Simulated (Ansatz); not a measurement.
# ClH3OSiZn: how energies converge with the basis set

Aim: see how fast density functionals converge with the basis set for ClH3OSiZn.

The runs use Ansatz 0.2.0, Gaussian basis; one geometry, several basis sets.

Plan: PBE0-D4/def2-SVP; ωB97M-V/def2-SVP; PBE0-D4/def2-QZVPP; ωB97M-V/def2-QZVPP; the functionals' def2-TZVPP values are taken from earlier runs.

### Step 1. Structure used throughout

The geometry comes from an earlier relaxation with PBE0-D4 in a triple-zeta def2 set; it is a stationary point, not always the lowest conformer.

SMILES `[SiH3][O][Zn][Cl]`, 7 atoms, charge 0, spin multiplicity 1.

Atoms are counted from 1 here; the program's logs count them from 0.

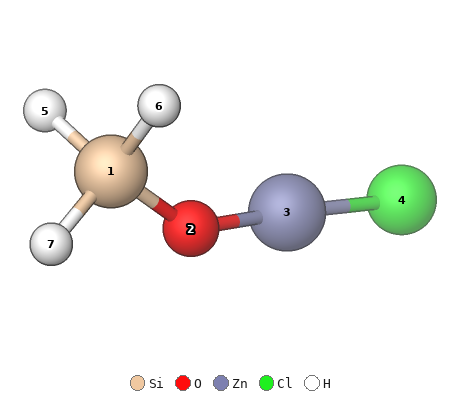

The geometry (silicon light orange, oxygen red, zinc blue, chlorine green, hydrogen white); atoms are numbered from 1 in the order of the file.

### Step 2. PBE0-D4 in def2-SVP

The input, in.yaml:

```yaml
crystal:
  periodic: [false, false, false]
  atoms:
    - {symbol: Si, position_ang: [-0.558719, 1.023562, 0.338524]}
    - {symbol: O, position_ang: [-0.346416, -0.571740, 0.106146]}
    - {symbol: Zn, position_ang: [0.770339, -1.780793, -0.498529]}
    - {symbol: Cl, position_ang: [2.033482, -3.276727, -1.193349]}
    - {symbol: H, position_ang: [-0.495192, 1.771968, -0.949428]}
    - {symbol: H, position_ang: [0.487969, 1.583894, 1.240437]}
    - {symbol: H, position_ang: [-1.891463, 1.249836, 0.956209]}
basis:
  gaussian: {orbitals: def2-SVP}
hamiltonian: {xc: pbe0, dispersion: d4}
output: {orbitals: {seedname: orbitals}}
```

Command:

```
> ansatz run in.yaml --threads 4 --pin off --events-out ev --progress --plain --max-ram 10444MiB
```

The runs that follow: ωB97M-V in def2-SVP; PBE0-D4 in def2-QZVPP; ωB97M-V in def2-QZVPP.

Q: Predict the results of all the runs planned. Wanted: PBE0-D4: double and triple zeta above quadruple; ωB97M-V: double and triple zeta above quadruple.

The runs gave:

| quantity | value |
| --- | --- |
| PBE0-D4: double and triple zeta above quadruple | 18.89, 2.03 eV |
| ωB97M-V: double and triple zeta above quadruple | 18.83, 1.94 eV |

**Reading.** For PBE0-D4 the step from double to triple zeta gains 16.86 eV and the next only 2.03 eV. Total energies overstate the basis error of differences, where much of it tends to cancel.
